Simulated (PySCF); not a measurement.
Breaking a bond: NaBr, singlet.

Levels of theory: RCCSD = PySCF with CCSD on RHF/aug-cc-pVDZ, 10 core orbitals frozen; RKS-BHandHLYP = restricted BHandHLYP/aug-cc-pVDZ (PySCF 2.14.0); UKS-BP86/6-31G* = unrestricted BP86/6-31G*, spherical d (PySCF); NEVPT2 = SC-NEVPT2 on CASSCF(8,5)/aug-cc-pVDZ, all electrons correlated in PySCF 2.14.0; RKS-BP86/6-31G* = restricted BP86/6-31G*, spherical d (PySCF 2.14.0).

Energies are in kcal/mol, each relative to the lowest point of its own curve near equilibrium.

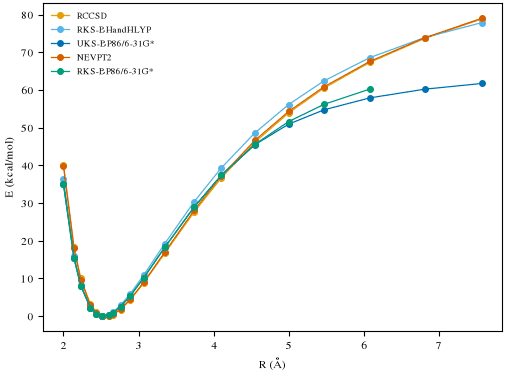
Figure: Energy against bond length for each method.

```
R / Å  RCCSD  RKS-BHandHLYP  UKS-BP86/6-31G*  NEVPT2  RKS-BP86/6-31G*
-----  -----  -------------  ---------------  ------  ---------------
2.00    40.2           36.5             35.0    39.8             35.0
2.14    18.4           15.9             15.4    18.0             15.4
2.23    10.0            8.2              8.1     9.7              8.1
2.36     3.1            2.1              2.2     2.8              2.2
2.44     1.0            0.5              0.5     0.8              0.5
2.51     0.1            0.0              0.0     0.0              0.0
2.60     0.0            0.4              0.2     0.0              0.2
2.66     0.4            1.1              0.9     0.5              0.9
2.76     1.7            2.9              2.5     1.8              2.5
2.89     4.3            5.9              5.4     4.4              5.4
3.07     8.8           10.9             10.2     9.0             10.2
3.35    16.7           19.2             18.3    17.0             18.3
3.74    27.6           30.3             28.9    28.0             28.9
4.10    36.6           39.3             37.3    37.1             37.3
4.55    46.1           48.6             45.5    46.6             45.6
5.00    53.9           56.1             50.9    54.3             51.6
5.47    60.5           62.4             54.7    60.8             56.2
6.08    67.3           68.6             57.9    67.6             60.2
6.81    73.6           73.9             60.2    73.8                —
7.57    78.8           77.8             61.7    79.0                —
```

At the longest distance, 7.57 Å, NEVPT2 lies highest above its minimum (79.0 kcal/mol) and UKS-BP86/6-31G* lowest (61.7 kcal/mol).

Dashes: no converged value, or the column stops at the first point that the program doubted or that broke a chosen test of continuity, which isn't proof of a fault.

At the longest distance RKS-BHandHLYP leaves fractional charges on the fragments, a sign of delocalisation error or of the restricted form. The restricted form behind RKS-BHandHLYP, RKS-BP86/6-31G* keeps the bonding electrons paired and can't separate into open-shell fragments. The unrestricted determinant behind UKS-BP86/6-31G* is spin-contaminated at 4.55 to 7.57 Å (<S²> up to 0.5, against 0.00 for a pure singlet).
